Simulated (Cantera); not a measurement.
A closed system holds: 1 mol SiCl4, 23 mol O2, held at 60.0 Torr.

These are equilibrium values from Cantera (NASA tables, ideal gas, pure condensed phases), not measurements of a reactor. Candidate condensed phases: Si, SiO2; 15 gas species. The tables hold silica as quartz up to 1696 K and as liquid above; real silica turns to tridymite and cristobalite and melts near 1996 K. Kinetics and transport are ignored.

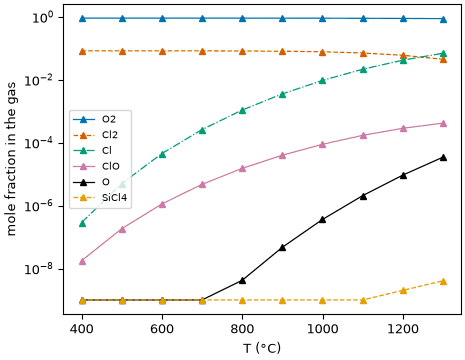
Figure: Equilibrium gas composition (values under 1e-9 drawn at 1e-9)

From 400 °C to 500 °C the condensed part is SiO2(α-quartz). From 600 °C to 1300 °C the condensed part is SiO2(β-quartz).
